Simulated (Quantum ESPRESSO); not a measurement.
## Fe: energy over the lowest, antiferro q=(1/2,1/2,1/2) +- against volume, fitted and tested on a withheld row

The database entry behind the starting cell differs from later determinations by our own check (about 0.2 % short), so it need not match the best structure at ambient conditions.

System: Fe, 1 Fe in the cell, space group Im-3m. From the study “How volume moves the moments of Fe”.

Method: PBE; plane waves with GBRV 1.5 PBE potentials (Quantum ESPRESSO 7.5). Settings shared by all rows: cutoff 544.23 eV, fermi-dirac occupations, smearing width 0.05 eV.

Computed values, one withheld:

```csv
volume (factor),"energy over the lowest, antiferro q=(1/2,1/2,1/2) +- (meV an atom)"
0.92,462.07
0.96,461.99
1,477.94
1.04,?
1.08,535.75
```

Q: Choose a law, fit it, and give the withheld energy over the lowest, antiferro q=(1/2,1/2,1/2) +- (volume = 1.04 factor).

**Law.** Energy against volume follows the Birch–Murnaghan form, which is a polynomial in the Eulerian strain: second order (which fixes B′ at 4), a parabola in t = (V/1)^(−2/3) − 1. In symbols, E = c0 + c1 t + c2 t², with energy over the lowest, antiferro q=(1/2,1/2,1/2) +- in meV an atom.

**Fit.** Least squares on 4 rows gives c0 = 477.22, c1 = -751.865 and c2 = 8420.69.

```
volume (factor)          t  computed      fit  computed − fit
           0.92   0.057162    462.07  461.756           0.314
           0.96   0.027588    461.99  462.886          -0.896
              1          0    477.94  477.220           0.720
           1.08  -0.050013    535.75  535.886          -0.136
```

The slope vanishes at t = 0.04464, so the minimum lies at V = 1 × (1 + t)^(−3/2) = 0.9366. That is the minimum of this magnetic state alone.

**Prediction.** At volume = 1.04 factor, t = -0.025808, so the law predicts 502.233 meV an atom. The computed value is 503.48 meV an atom, 1.247 above the prediction. The row lies between fitted rows, so this is an interpolation.

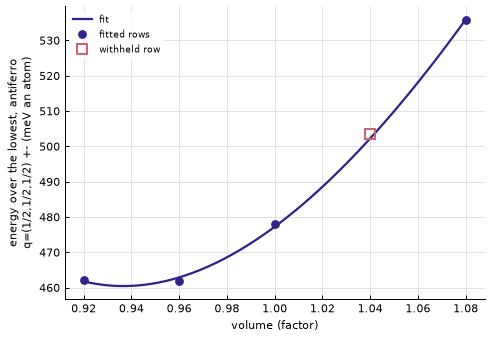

The rows, the fitted law and the withheld row.

[Logs and program files are shortened in this print: banners, set-up blocks, solver, clock and traceback lines can be left out without a mark of their own.]

[Logs are printed without paths, hosts, clocks, repeated set-up lines and the standing remarks that a program may print on its own settings, such as how far it seeks lower states.]

[Hosts, paths, dates, database ids (printed as entryN), source tags and the programs' standing remarks are cut or masked in the printed files.]

[Where a cell is said to come from a database of computed structures, the database is the Materials Project.]
